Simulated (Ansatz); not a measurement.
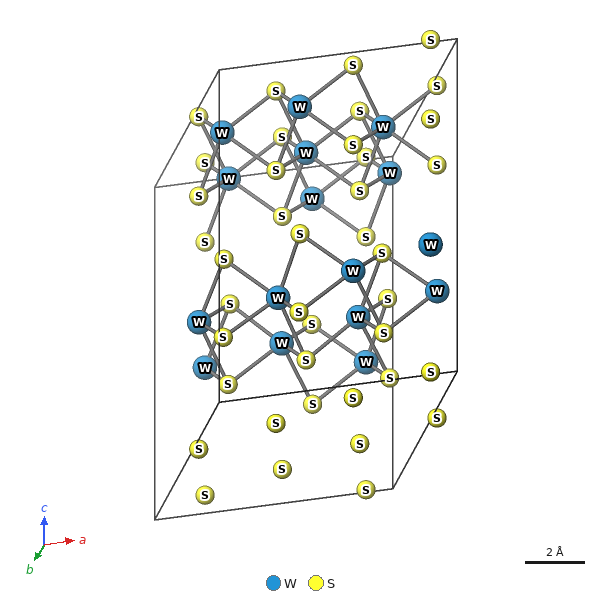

We look at a ball-and-stick model of the crystal from a general direction. The supercell is drawn as a box. The host is WS2, in a cell of 42 sites, and the cell carries a charge of -1.

Name the defect and give its surroundings.

A sulfur vacancy. Around the empty site lie three W at about 2.3 to 2.4 Å.

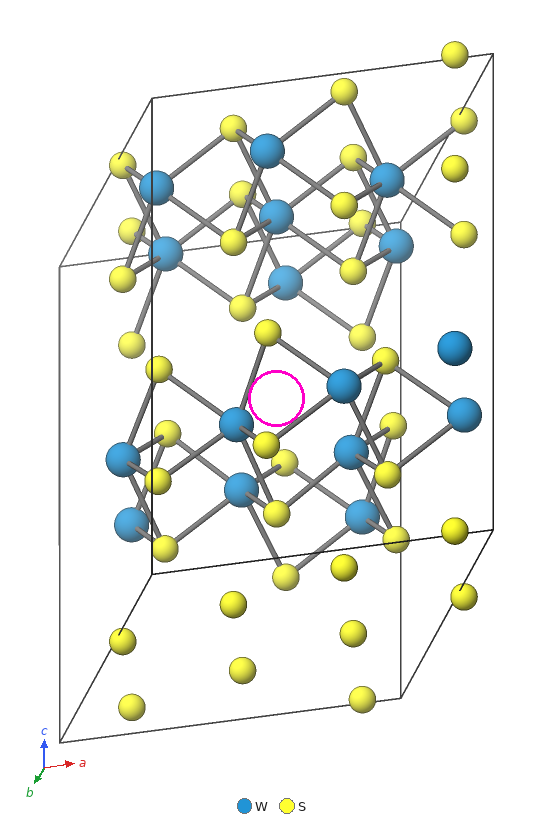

The same cell with a ring at the defect's site.

The atoms were relaxed in the host's cell with DFT r2SCAN, scalar-relativistic, plane waves, PAW (Ansatz).
